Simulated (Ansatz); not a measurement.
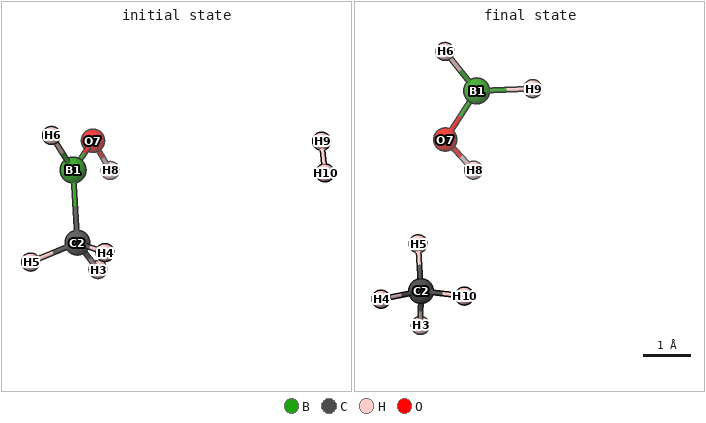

The two relaxed end points of a path for CH7BO, made up at the start of CH5BO and H2. A ball-and-stick model, seen at a tilt.

All numbers below come from Ansatz, RKS BLYP/6-31G*.

Set-up: 9 movable images; climbing image; force threshold 0.05 eV/Å; iteration limit 60.

Start:
```xyz
10

B    -0.0854    0.7933    0.1971
C    -0.1821    0.8621    1.7755
H    -1.1929    0.6912    2.1917
H     0.5009    0.1207    2.2326
H     0.1702    1.8470    2.1374
H     0.9572    0.9639   -0.3842
O    -1.1508    0.5410   -0.6285
H    -1.9779    0.4077   -0.1170
H     0.2745   -4.8003    0.4040
H     0.4145   -4.8453    1.1378
```

End:
```xyz
10

B     0.0789   -0.6002   -1.5435
C    -0.2143   -0.1606    3.0579
H    -1.2228    0.0439    3.4514
H     0.5209    0.4424    3.6118
H    -0.1708    0.1031    1.9896
H     1.0342   -0.0456   -2.0157
O    -0.6644    0.1337   -0.6607
H    -1.4282   -0.3717   -0.3108
H    -0.2257   -1.7350   -1.8205
H     0.0204   -1.2286    3.1868
```

Question: What barrier does the band find between them, and by what path?

Answer: The energy climbs by 44.5 kcal/mol to image 5 and then falls by 51.5 kcal/mol, so the end point sits at −7.0 kcal/mol. Breaking: B1–C2 (1.58 → 1.82 at the top → 4.63 Å), H9–H10 (0.75 → 1.07 at the top → 5.04 Å). Forming: B1–H9 (5.61 → 1.34 at the top → 1.21 Å), C2–H10 (5.77 → 1.49 at the top → 1.10 Å). The band converged in 16 iterations, with a climbing image at the top. At the top, the vibrational analysis gives one imaginary mode (1228i cm⁻¹), as a transition state must have.

Energies of the converged images:

| image | path (Å) | E (kcal/mol) |
| --- | --- | --- |
| 0 | 0.00 | 0.0 |
| 1 | 1.36 | 0.0 |
| 2 | 2.73 | -0.3 |
| 3 | 4.09 | 0.0 |
| 4 | 5.45 | 4.6 |
| 5 | 6.81 | 44.5 |
| 6 | 7.83 | 3.3 |
| 7 | 8.86 | -5.3 |
| 8 | 9.88 | -6.4 |
| 9 | 10.90 | -6.8 |
| 10 | 11.93 | -7.0 |

The geometry at the top of the path:

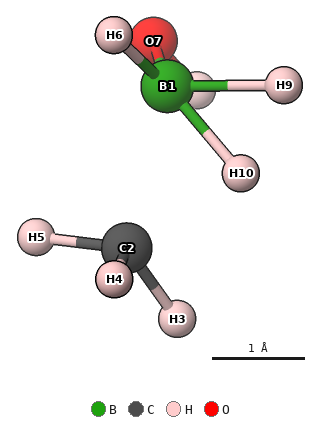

Limits of the set-up: the start holds two separate molecules, 5.1 Å apart at their closest, whose relative position is a soft coordinate and is computed without a dispersion correction.

The run took 110 s on 1 thread of Intel(R) Xeon(R) 6975P-C (Granite Rapids) (shared host), peak memory 0.12 GiB.
